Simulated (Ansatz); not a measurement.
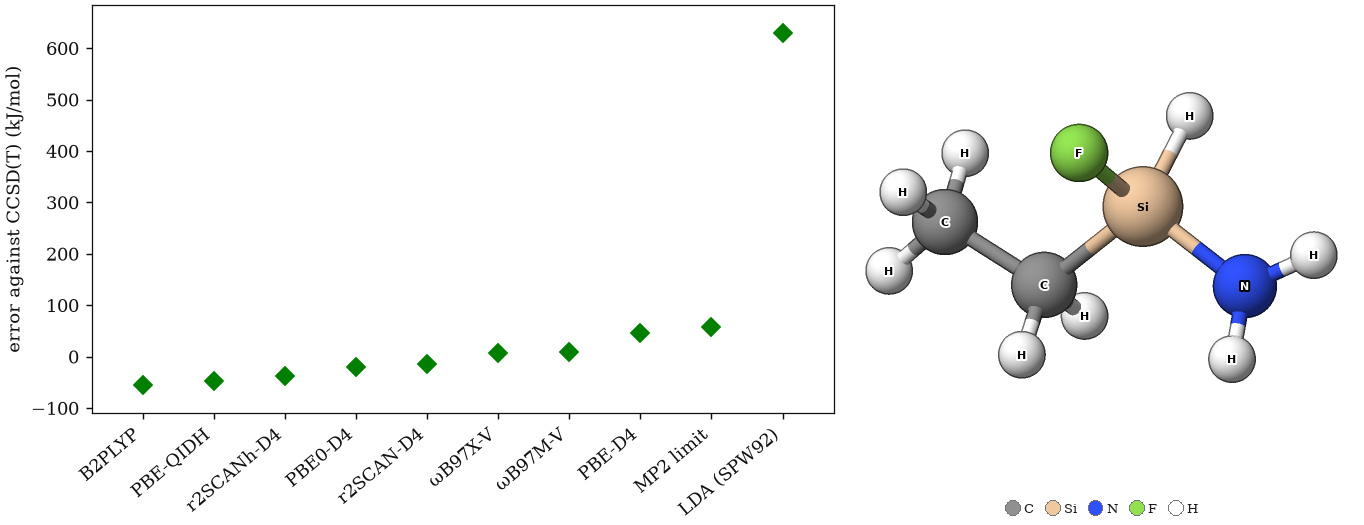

Error in the electronic atomisation energy (method less reference, so positive means overbinding) of C₂H₈FNSi, SMILES CC[Si@H](N)F: functionals in def2-TZVPP against frozen-core CCSD(T) at the limit (MP2 extrapolated from triple and quadruple zeta, plus CCSD(T) less MP2 in a smaller set), which gives 4946.9 kJ/mol, at a PBE0-D4/def2-TZVP geometry (a minimum by its frequencies), no zero-point or spin-orbit term, the Ansatz code 0.2.0. The reference leaves out core correlation, a term that grows with the number of heavy atoms. B2PLYP and PBE-QIDH hold a correlation term that converges slowly with the basis, so part of the distance to the limit is basis error. No dispersion term is added to B2PLYP and PBE-QIDH. Limit means the basis limit.

> What range do the values span?

From −55.4 kJ/mol (B2PLYP) to 628.6 kJ/mol (LDA (SPW92)).

> Give the values.

| level | kJ/mol |
| --- | --- |
| B2PLYP | −55.4 |
| PBE-QIDH | −47.3 |
| r2SCANh-D4 | −38.6 |
| PBE0-D4 | −20.3 |
| r2SCAN-D4 | −15.0 |
| ωB97X-V | 7.0 |
| ωB97M-V | 8.5 |
| PBE-D4 | 45.9 |
| MP2 limit | 57.6 |
| LDA (SPW92) | 628.6 |

Limits of at least one run: one conformer of a flexible molecule.
